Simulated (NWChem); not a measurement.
# C2H4O (oxirane) at 6 levels

We compute a comparison of 6 runs (HF/STO-3G, HF/def2-SVP, B3LYP/6-31G*, BLYP/6-31G*, CCSD/6-31G, CCSD(T)/def2-TZVP) of C2H4O (oxirane). 

The calculation is run with NWChem 7.3.0.

## Step 1: Starting point

C2H4O: 7 atoms, total charge 0, spin state singlet. As SMILES, `C1CO1`. The coordinates come from a PBE0-D4/def2-TZVP relaxation.

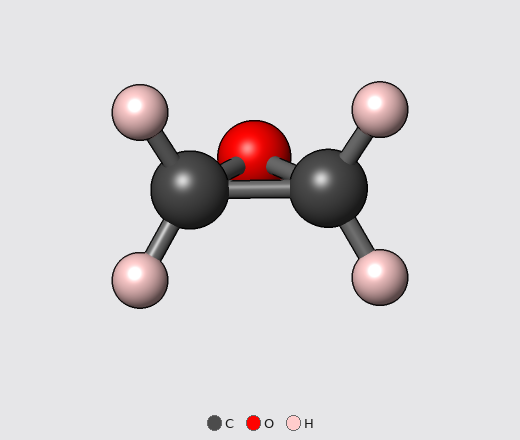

Viewed from a chosen angle; carbon dark grey, oxygen red, hydrogen pink.

## Step 2: Energy and forces at HF/STO-3G (run 1)

Input file c2h4o.nw:

```
start c2h4o
memory stack 880 mb heap 220 mb global 1100 mb
geometry noautosym nocenter noautoz
  C     -0.604500    -0.272900    -0.303700
  C      0.650000     0.164200     0.297000
  O     -0.339900     1.100600    -0.086300
  H     -0.619200    -0.584700    -1.344900
  H     -1.378400    -0.703100     0.326900
  H      0.797000     0.054800     1.368500
  H      1.556200     0.173200    -0.303300
end
basis spherical bse
  * library STO-3G
end
scf
  thresh 1e-08
  maxiter 80
  print low
end
task scf gradient
```

Command:

```bash
$ nwchem c2h4o.nw > c2h4o.out
```

What it wrote:

```text
[...]
  functions       =    19
[...]
  wavefunction    = RHF
[...]
         Total SCF energy =   -150.927059511554
      One-electron energy =   -356.152428590644
      Two-electron energy =    129.517965497510
 Nuclear repulsion energy =     75.707403581580
        Time for solution =      0.5s
[...]
                         RHF ENERGY GRADIENTS
    atom               coordinates                        gradient
                 x          y          z           x          y          z
   1 C      -1.142339  -0.515706  -0.573910    0.023487   0.014081   0.011613
   2 C       1.228322   0.310293   0.561249   -0.026872  -0.003410  -0.012447
   3 O      -0.642318   2.079832  -0.163083    0.007969  -0.025312   0.001816
   4 H      -1.170118  -1.104923  -2.541492    0.000996   0.004323  -0.000588
   5 H      -2.604798  -1.328666   0.617751   -0.000042   0.004140   0.001667
   6 H       1.506112   0.103557   2.586090   -0.003282   0.003005   0.000121
   7 H       2.940792   0.327301  -0.573154   -0.002256   0.003173  -0.002183
 Task  times  cpu:        0.6s     wall:        0.6s
 Total times  cpu:        0.6s     wall:        0.6s
```

Run time: 1.2 s. Hardware: 1 thread of Intel Xeon 6975P-C (Granite Rapids), shared host; peak memory 0.096 GiB.

## Step 3: Energy and forces at HF/def2-SVP (run 2)

Input file input.nw:

```
start input
title "C2H4O hf"
memory total 2200 mb
geometry noautosym nocenter noautoz
 C    -0.604500   -0.272900   -0.303700
 C     0.650000    0.164200    0.297000
 O    -0.339900    1.100600   -0.086300
 H    -0.619200   -0.584700   -1.344900
 H    -1.378400   -0.703100    0.326900
 H     0.797000    0.054800    1.368500
 H     1.556200    0.173200   -0.303300
end
basis spherical bse
 C library def2-SVP
 O library def2-SVP
 H library def2-SVP
end
scf
 thresh 1e-08
 maxiter 80
 noprint "final vectors analysis"
end
task scf gradient
```

Command:

```bash
$ nwchem input.nw > input.out
```

What it wrote:

```text
[...]
  functions       =    62
[...]
  wavefunction    = RHF
[...]
         Total SCF energy =   -152.750696814706
      One-electron energy =   -357.520493432262
      Two-electron energy =    129.062393035976
 Nuclear repulsion energy =     75.707403581580
        Time for solution =      2.6s
[...]
                         RHF ENERGY GRADIENTS
    atom               coordinates                        gradient
                 x          y          z           x          y          z
   1 C      -1.142339  -0.515706  -0.573910   -0.005806  -0.014713  -0.003718
   2 C       1.228322   0.310293   0.561249    0.012961  -0.008143   0.005311
   3 O      -0.642318   2.079832  -0.163083   -0.008243   0.026284  -0.001893
   4 H      -1.170118  -1.104923  -2.541492    0.000979  -0.000752  -0.001709
   5 H      -2.604798  -1.328666   0.617751   -0.000617  -0.001017   0.001785
   6 H       1.506112   0.103557   2.586090   -0.000431  -0.000957   0.001878
   7 H       2.940792   0.327301  -0.573154    0.001157  -0.000702  -0.001654
[...]
```

Run time: 3.9 s. Hardware: 1 thread of Intel Xeon 6975P-C (Granite Rapids), shared host; peak memory 0.097 GiB.

## Step 4: Energy and gradient at B3LYP/6-31G(d) (spherical functions) (run 3)

Input file c2h4o.nw:

```
start c2h4o
memory stack 880 mb heap 220 mb global 1100 mb

geometry noautosym nocenter noautoz
   C     -0.604500    -0.272900    -0.303700
   C      0.650000     0.164200     0.297000
   O     -0.339900     1.100600    -0.086300
   H     -0.619200    -0.584700    -1.344900
   H     -1.378400    -0.703100     0.326900
   H      0.797000     0.054800     1.368500
   H      1.556200     0.173200    -0.303300
end

basis "ao basis" spherical bse
   * library 6-31G*
end

dft
   xc b3lyp
   mult 1
   grid xfine
   convergence energy 1e-08
   iterations 100
   mulliken
   noprint "final vectors analysis"
end

task dft gradient
```

Command:

```bash
$ nwchem c2h4o.nw > c2h4o.out
```

What it wrote:

```text
[...]
          Wavefunction type:  closed shell.
          No. of atoms     :     7
          No. of electrons :    24
[...]
          Charge           :     0
          Spin multiplicity:     1
[...]
          AO basis - number of functions:    50
[...]
              XC Information
              --------------
                         B3LYP Method XC Potential
                     Hartree-Fock (Exact) Exchange  0.200
                        Slater Exchange Functional  0.800 local
                    Becke 1988 Exchange Functional  0.720 non-local
              Lee-Yang-Parr Correlation Functional  0.810
                  VWN I RPA Correlation Functional  0.190 local
[...]
 d= 0,ls=0.0,diis     1   -153.7256513737 -2.29D+02  1.83D-02  4.75D-01     1.8
[...]
 d= 0,ls=0.0,diis     8   -153.7829999992  2.20D-10  9.38D-07  7.35D-09     9.7
         Total DFT energy =     -153.782999999208
      One electron energy =     -358.095447919978
           Coulomb energy =      149.559113038508
    Exchange-Corr. energy =      -20.954068699318
 Nuclear repulsion energy =       75.707403581580
[...]
      Total Density - Mulliken Population Analysis
     ---------------------------------------------
    Atom       Charge   Shell Charges
 -----------   ------   -------------------------------------------------------
    1 C    6     6.09   2.00  0.69  2.07  0.53  0.73  0.07
    2 C    6     6.09   2.00  0.69  2.07  0.53  0.73  0.07
    3 O    8     8.43   2.00  0.93  2.86  0.99  1.62  0.04
    4 H    1     0.85   0.54  0.31
    5 H    1     0.85   0.54  0.31
    6 H    1     0.85   0.54  0.31
    7 H    1     0.85   0.54  0.31
[...]
  wavefunction    = closed shell
                         DFT ENERGY GRADIENTS
    atom               coordinates                        gradient
                 x          y          z           x          y          z
   1 C      -1.142339  -0.515706  -0.573910    0.005867   0.006913   0.003117
   2 C       1.228322   0.310293   0.561249   -0.008649   0.001884  -0.003794
   3 O      -0.642318   2.079832  -0.163083    0.004040  -0.012833   0.000918
   4 H      -1.170118  -1.104923  -2.541492    0.000786   0.001530   0.002250
   5 H      -2.604798  -1.328666   0.617751    0.002104   0.001721  -0.000674
   6 H       1.506112   0.103557   2.586090   -0.001410   0.000493  -0.002352
   7 H       2.940792   0.327301  -0.573154   -0.002737   0.000292   0.000536
[...]
```

Wall time 12 s (1 thread of Intel Xeon 6975P-C (Granite Rapids), shared host); peak memory 0.13 GiB.

Runs 4 to 5 aren't shown in full; the table further down has their settings and results.

## Step 5: The energy at CCSD(T)/def2-TZVP (run 6)

Input file c2h4o.xyz:

```xyz
7
C2H4O
C     -0.604500    -0.272900    -0.303700
C      0.650000     0.164200     0.297000
O     -0.339900     1.100600    -0.086300
H     -0.619200    -0.584700    -1.344900
H     -1.378400    -0.703100     0.326900
H      0.797000     0.054800     1.368500
H      1.556200     0.173200    -0.303300
```

Input file c2h4o.nw:

```
start c2h4o
title "C2H4O"
memory 2200 mb

geometry units angstroms noautosym nocenter noautoz
load c2h4o.xyz
end

basis spherical bse
* library def2-TZVP
end

scf
thresh 1e-08
maxiter 80
print medium
end

ccsd
freeze core 3
maxiter 60
end

task ccsd(t) energy
```

Command:

```bash
$ nwchem c2h4o.nw > c2h4o.out
```

What it wrote:

```text
[...]
  functions       =   117
[...]
  wavefunction    = RHF
[...]
         Total SCF energy =   -152.931227491602
      One-electron energy =   -357.837716714362
      Two-electron energy =    129.199085641179
 Nuclear repulsion energy =     75.707403581580
        Time for solution =     23.8s
[...]
 Total MP2 energy:           -153.492978683719713
[...]
             energy      energy      error      ampl     ampl      Block
                                                time     time      time
[...]
 Total CCSD energy:           -153.513599274199606
[...]
 Total CCSD+T(CCSD) energy:           -153.537661779628451
[...]
 Total CCSD(T) energy:                -153.536769105202666
[...]
```

Wall time 3.8 min (1 thread of Intel Xeon 6975P-C (Granite Rapids), shared host); peak memory 0.38 GiB.

## Step 6: Overview of the runs

| run | level | iteration cap | module | energy (Eh) | largest force (eV/Å) | wall time |
| --- | --- | --- | --- | --- | --- | --- |
| 1 | HF/STO-3G | 80 | scf | -150.927060 | 1.533 | 1.2 s |
| 2 | HF/def2-SVP | 80 | scf | -152.750697 | 1.420 | 3.9 s |
| 3 | B3LYP/6-31G* (spherical functions) | 100 | dft | -153.783000 | 0.693 | 12 s |
| 4 | BLYP/6-31G* (spherical functions) | 100 | dft | -153.723562 | 1.605 | 11 s |
| 5 | CCSD/6-31G | 80 | ccsd | -153.107619 | – | 6 s |
| 6 | CCSD(T)/def2-TZVP | 80 | ccsd(t) | -153.536769 | – | 3.8 min |

## Step 7: Results

```
                                          quantity          value
                               run 6: total energy  -153.53677 Eh
        run 6: HOMO energy (Hartree–Fock orbitals)      -12.28 eV
        run 6: LUMO energy (Hartree–Fock orbitals)        4.37 eV
      run 6: HOMO–LUMO gap (Hartree–Fock orbitals)       16.66 eV
run 6: correlation energy (3 core orbitals frozen)     -605.5 mEh
                             run 6: (T) correction     -23.17 mEh
```

In words: Over runs 2, 3, 4 the dipole moment (its size) runs from 1.74 D (BLYP/6-31G*) to 2.36 D (HF/def2-SVP). The two ends differ in method and basis. Totals of different functionals can't be ranked against each other. In run 1 the basis is minimal, so the values are rough. All runs together took 4.4 min, the longest 3.8 min.
